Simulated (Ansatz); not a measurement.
```xyz
40
Lattice="8.7404 0.0000 0.0000 0.0000 8.7404 0.0000 0.0000 0.0000 8.7404" Properties=species:S:1:pos:R:3 pbc="T T T"
V     0.0000    0.0000    0.0000
V     4.3702    4.3702    0.0000
V     4.3702    0.0000    4.3702
V     0.0000    4.3702    4.3702
C     1.8355    0.0000    0.0000
C     6.2057    4.3702    0.0000
C     6.2057    0.0000    4.3702
C     1.8355    4.3702    4.3702
C     0.0000    1.8355    0.0000
C     4.3702    6.2057    0.0000
C     4.3702    1.8355    4.3702
C     0.0000    6.2057    4.3702
C     6.9049    0.0000    0.0000
C     2.5347    4.3702    0.0000
C     2.5347    0.0000    4.3702
C     6.9049    4.3702    4.3702
C     4.3702    2.5347    0.0000
C     0.0000    6.9049    0.0000
C     0.0000    2.5347    4.3702
C     4.3702    6.9049    4.3702
C     0.0000    0.0000    1.8355
C     4.3702    4.3702    1.8355
C     4.3702    0.0000    6.2057
C     0.0000    4.3702    6.2057
C     4.3702    0.0000    2.5347
C     0.0000    4.3702    2.5347
C     0.0000    0.0000    6.9049
C     4.3702    4.3702    6.9049
Cs    2.1851    2.1851    2.1851
Cs    6.5553    6.5553    2.1851
Cs    6.5553    2.1851    6.5553
Cs    2.1851    6.5553    6.5553
Cs    6.5553    2.1851    2.1851
Cs    2.1851    6.5553    2.1851
Cs    2.1851    2.1851    6.5553
Cs    6.5553    6.5553    6.5553
Ag    4.3702    0.0000    0.0000
Ag    0.0000    4.3702    0.0000
Ag    0.0000    0.0000    4.3702
Ag    4.3702    4.3702    4.3702
```

Space group Fm-3m; built by placing these elements on a known structure type; not relaxed (largest force 1.5 eV/Å); computed pressure about 7 GPa in this cell; computed without spin polarisation.

The calculation used Ansatz, DFT, PAW plane waves, r2SCAN.

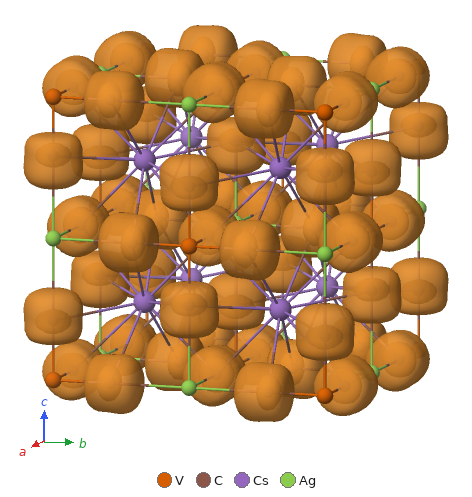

Cs2VAgC6. Isosurface of the ELF at 0.7 (orange), seen slightly off an axis. Core shells are left out. Sticks mark near contacts.

In a PAW calculation such maps are meaningful between the atoms, not at the nuclei.

### Describe the localisation domains.

The ELF exceeds this value in 24 regions wrapped around C (the valence shell of each), counted in one cell of 40 atoms. Regions shared between cells count once. Along the contacts the grid gives the following. V–C (1.84 Å): the ELF peaks at about 0.80 in the valence shell of C, 0.6 Å from its nucleus, and is about 0.35 at the midpoint. Ag–C (2.53 Å): the ELF peaks at about 0.95 in the valence shell of C, 0.7 Å from its nucleus, and drops to about 0.15 between the two atoms.
